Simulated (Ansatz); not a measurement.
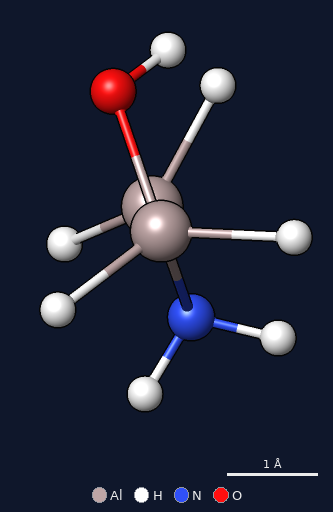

Starting structure of Al$_{2}$NH$_{7}$O. A ball-and-stick model, seen from a free direction.

The run prepares an end point of a later path (reaction) calculation, from a guessed geometry.

All numbers below come from Ansatz 0.2.0, RHF/6-31G*.

The input:
```yaml
crystal:
  periodic: [false, false, false]
  atoms:
    - { symbol: Al, position_ang: [0.089798, -0.138518, -0.08367] }
    - { symbol: H, position_ang: [-0.070505, -0.349333, 1.459246] }
    - { symbol: H, position_ang: [1.280831, -0.495205, -1.041079] }
    - { symbol: "N", position_ang: [-1.443975, 0.685673, -0.781786] }
    - { symbol: H, position_ang: [-2.292782, 0.161575, -0.672098] }
    - { symbol: H, position_ang: [-1.385407, 0.96951, -1.741464] }
    - { symbol: O, position_ang: [-0.499208, 2.244796, 1.555246] }
    - { symbol: Al, position_ang: [-1.827174, 2.394261, 0.417802] }
    - { symbol: H, position_ang: [-3.282495, 1.996324, 0.961031] }
    - { symbol: H, position_ang: [-1.662409, 3.596123, -0.615873] }
    - { symbol: H, position_ang: [-0.451174, 1.402894, 2.041146] }
basis:
  gaussian: { orbitals: "6-31G*" }
hamiltonian:
  xc: hf
relax:
  f_tol: 0.03
  max_steps: 50
output:
  orbitals: {}
```

Launched with:
```bash
ansatz run input.yaml --threads 1 --pin off --max-ram 2048MiB --backend cpu --events-out ev --progress --plain --runs-dir out
```

### Predict the outcome.

After 11 accepted moves (12 points after the start) the energy has fallen by 1.920 eV. The largest force component goes from 1.7 to 0.0017 eV/Å. The line search rejected the trial step at point 10 of the run. The forces were under the threshold at step 9, but the run went on from there. The largest move after the best rigid fit is that of H2, 0.93 Å. By element the largest moves are H 0.93 Å, O 0.68 Å, Al 0.45 Å, N 0.16 Å. Near-neighbour distances that change, for instance: Al1–O7 2.952 → 1.866 Å, N4–Al8 2.123 → 1.970 Å, O7–Al8 1.755 → 1.866 Å, Al1–N4 1.876 → 1.970 Å. New bonds form, among them: Al1–O7 (2.95 → 1.87 Å). Among the angles between lasting bonds that change: N4–Al8–O7 99.3° → 82.6°, Al8–O7–H11 115.8° → 129.5°, Al1–N4–Al8 106.9° → 93.8°. Groups turn about O7–Al8 by about 120°.

The structure at the end:

```xyz
11

Al   -0.0397    0.1040    0.2682
H    -0.3558   -1.1777    1.1520
H     1.3104    0.2208   -0.5607
N    -1.6010    0.6606   -0.7968
H    -2.3665    0.0093   -0.7715
H    -1.3963    0.8308   -1.7663
O    -0.4133    1.6790    1.1958
Al   -1.9045    2.2957    0.2594
H    -3.2239    2.1927    1.1384
H    -1.5697    3.6057   -0.5743
H     0.0160    2.0473    1.9543
```

The end point in the same view:

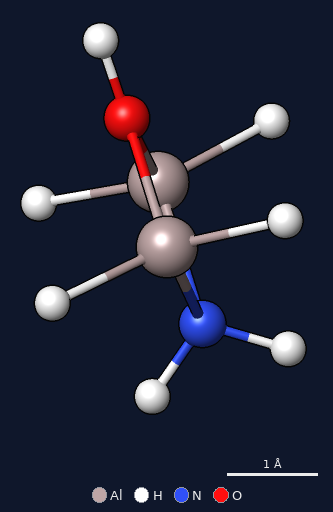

Limits of the set-up: Hartree-Fock leaves out electron correlation.
